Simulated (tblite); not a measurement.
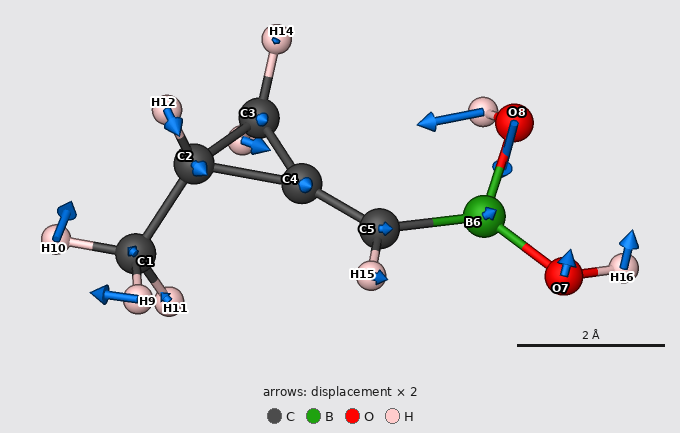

This is a relaxation of C5H9BO2. The starting structure is drawn; blue arrows show the displacements, 2 times their true length. The two geometries are superimposed by the best rigid fit.

The picture is a ball-and-stick view, seen at a tilt.

Method: GFN2-xTB geometry optimisation, gas phase in tblite 0.8.0. 

What did the optimiser do to the structure, and how much energy did it gain?

Over 92 geometry steps the energy falls by 122.7 kJ/mol. The atom that moves furthest after the best rigid fit is an O atom (0.58 Å). Largest moves by element: O 0.58 Å, H 0.49 Å, C 0.16 Å, B 0.11 Å. Some distances before and after: B–O 1.480 → 1.350 Å, B–O 1.468 → 1.364 Å, C–H 1.127 → 1.085 Å, H–O 0.994 → 0.958 Å. Bond angles that change, for instance: C–C–C 111.9° → 120.3°, C–C–H 114.1° → 119.4°, C–C–H 118.8° → 113.8°. Groups turn about B–O by about 60°, B–O by about 20°.
